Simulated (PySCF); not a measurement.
**C4H7Si (SMILES [CH2]C#CC[SiH3]) (doublet): density, localisation and related maps**

Input

```
{"job": {"kind": "epr", "basis": "pcH-1"}, "charge": 0, "multiplicity": 2}
C      2.860878     0.055624     0.700684
C      1.631453     0.215709     0.169057
C      0.527447     0.382611    -0.333641
C     -0.791034     0.529695    -0.868697
Si    -2.034309    -0.550252     0.127526
H      3.205845     0.697267     1.491687
H      3.519246    -0.717216     0.346260
H     -1.100381     1.576595    -0.817637
H     -0.806217     0.222754    -1.917469
H     -2.033213    -0.101692     1.518697
H     -1.619464    -1.948440     0.028392
H     -3.359053    -0.363340    -0.470886
```

Launched as:

```sh
OMP_NUM_THREADS=1 python probes_run.py task.json out
```

Geometry: GFN2-xTB.

The calculation used PySCF 2.14.0, density-fitted response routines, UKS B3LYP, pcH-1 on C H Si, non-relativistic, mean-field spin-orbit, GIAO.

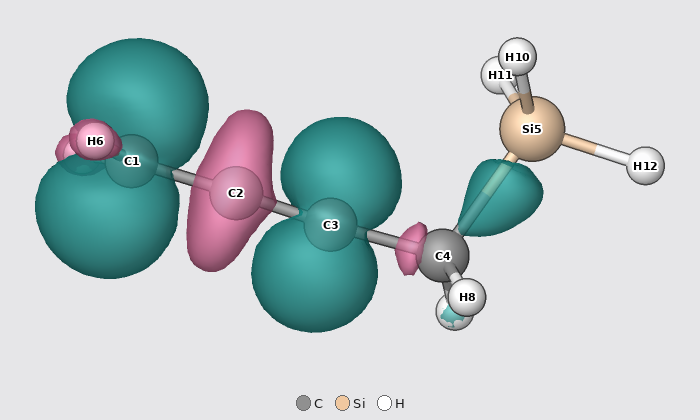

Figure 1. Isosurfaces of the spin density at +0.02 (teal) and −0.02 e/Å³ (pink), seen across its widest extent.

> Which atoms carry the spin?

The unpaired spin (1 electron) lies mostly on C1 (about 0.5) and C3 (about 0.3), in electrons by Hirshfeld's partition.

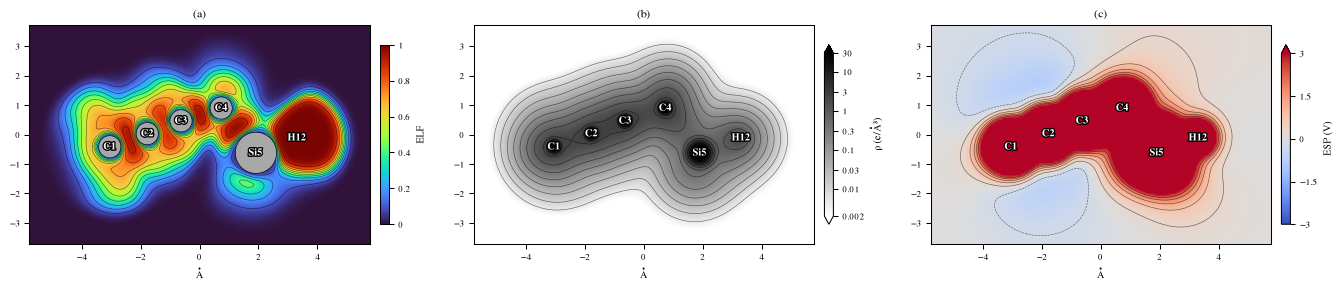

Figure 2. (a) electron localisation function; (b) electron density; (c) molecular electrostatic potential on the plane of atoms C3, C4 and Si5. Grey discs cover the atomic cores in the ELF map.

> Interpret the plot.

- Atoms in the plane: C, Si and H.
- C–C (1.22 Å): ρ is about 2.6 e/Å³ halfway; the ELF peaks at about 0.85 between the atoms; a multiple bond.
- C–Si (1.92 Å): ρ is about 0.87 e/Å³ halfway; the ELF peaks at about 0.95 between the atoms: a shared electron pair.
- C–C (1.35 Å): ρ at the midpoint is about 2.2 e/Å³; the ELF peaks at about 0.95 between the atoms: localised, covalent bonding.
- Si–H (1.47 Å): ρ is about 0.81 e/Å³ halfway; the ELF climbs to about 1 towards the hydrogen, as it does in any bond to H.
- Outside the dense part of the molecule the potential is most negative (−0.8 V) near C2.

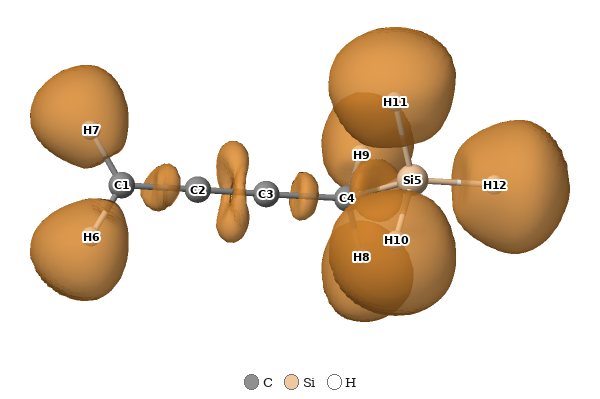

Figure 3. Isosurface of the electron localisation function at 0.85 (orange), seen from one side. Core shells and regions of very low density are left out.

> Identify the bonds, lone pairs and shells in this picture.

The surface consists of three regions between bonded C–C atoms (shared pairs), one region between bonded C–Si atoms (shared pairs) and seven regions around hydrogen nuclei.
